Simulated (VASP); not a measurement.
Band structure of Tb (hcp). Method: r2SCAN meta-GGA with spin-orbit coupling, VASP's PBE PAW potentials (set 64) (plane waves; VASP).

The 4f electrons are frozen in the core of the lanthanide potential, so 4f levels, which can set the real gap, and their magnetism are missing.

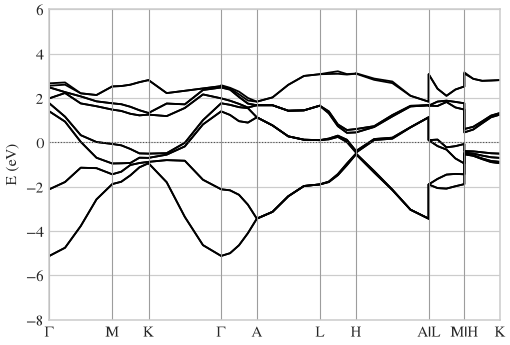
Figure: Bands along high-symmetry lines, zero at the valence-band maximum or, without a gap, the Fermi level

Task: Read the plot: is there a gap, and where are the band edges?

Result: It has no gap at this level: it comes out as a metal or semimetal.

The compound is Tb in the hcp structure. It was relaxed first.
